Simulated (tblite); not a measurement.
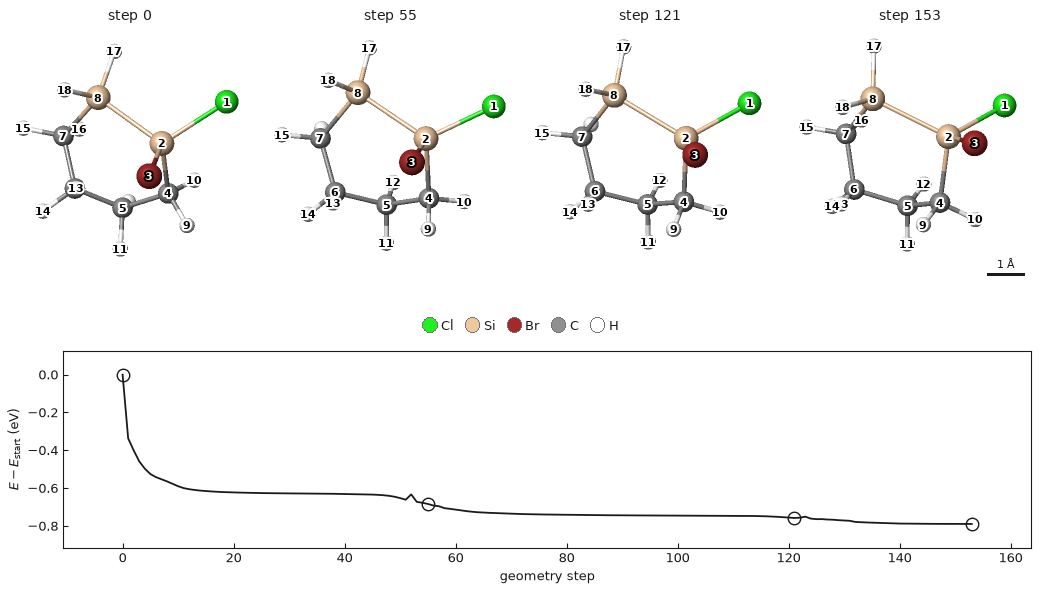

Frames of a relaxation of C4H10BrClSi2, marked on the history of the run. Style: ball-and-stick. Shown at a tilt.

Theory: GFN2-xTB geometry optimisation, gas phase (tblite). 

### Describe the path.

The atom that moves furthest after the best rigid fit is Br3 (1.53 Å). Largest moves by element: Br 1.53 Å, H 1.48 Å, Cl 1.39 Å, C 0.58 Å, Si 0.31 Å. Near-neighbour distances that change, for instance: Si2–Si8 2.229 → 2.315 Å, Si2–C4 1.836 → 1.909 Å, Cl1–Si2 2.109 → 2.040 Å, C5–C6 1.479 → 1.533 Å. Among the angles between lasting bonds that change: C6–C7–Si8 104.8° → 114.4°, C5–C6–H14 115.1° → 107.8°, H15–C7–H16 111.1° → 105.9°. Groups turn about Si2–C4 by about 70°, C4–C5 by about 60°, Si2–Si8 by about 45°. The energy falls by 0.789 eV in 153 geometry steps. From step 0 to 55: H10 moves most (0.75 Å), energy −0.684 eV. From step 55 to 121: Cl and Br atoms move most (0.68 Å), energy −0.074 eV. From step 121 to 153: Br3 moves most (0.63 Å), energy −0.032 eV.

| step | E − E(0), eV |
| --- | --- |
| 0 | 0.0000 |
| 1 | -0.3368 |
| 2 | -0.4009 |
| 3 | -0.4588 |
| 4 | -0.4971 |
| 5 | -0.5256 |
| 6 | -0.5419 |
| 7 | -0.5532 |
| 8 | -0.5645 |
| 9 | -0.5772 |
| 10 | -0.5900 |
| 18 | -0.6209 |
| 25 | -0.6262 |
| 33 | -0.6284 |
| 40 | -0.6313 |
| 48 | -0.6408 |
| 55 | -0.6837 |
| 63 | -0.7251 |
| 70 | -0.7355 |
| 78 | -0.7404 |
| 85 | -0.7429 |
| 93 | -0.7444 |
| 100 | -0.7449 |
| 108 | -0.7458 |
| 115 | -0.7482 |
| 123 | -0.7509 |
| 130 | -0.7713 |
| 138 | -0.7858 |
| 145 | -0.7888 |
| 153 | -0.7895 |
